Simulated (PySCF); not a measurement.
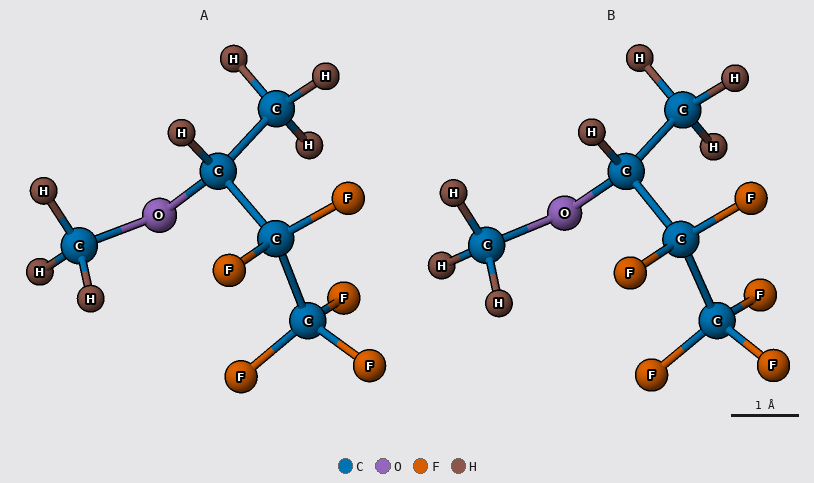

Two geometries of C$_{5}$H$_{7}$F$_{5}$O, drawn at one scale. One is the start of a relaxation, the other its converged end. Style: ball-and-stick. Shown at a tilt.

These are results of PBE0-D3(BJ)/def2-SVP geometry optimisation, gas phase in PySCF, not measurements. 

Which geometry has the lower energy?

Answer. Structure B is the relaxed one. The start comes from GFN2-xTB. The largest move after the best rigid fit is that of an F atom, 0.17 Å. Largest moves by element: F 0.17 Å, H 0.15 Å, O 0.04 Å, C 0.04 Å. Among the contacts that change: C–O 1.415 → 1.403 Å, C–C 1.526 → 1.515 Å, C–H 1.093 → 1.102 Å, C–F 1.360 → 1.354 Å. Among the angles between lasting bonds that change: C–C–C 111.3° → 113.4°. The energy falls by 0.057 eV in 4 geometry steps. The run took roughly 4 core-minutes on a shared host.
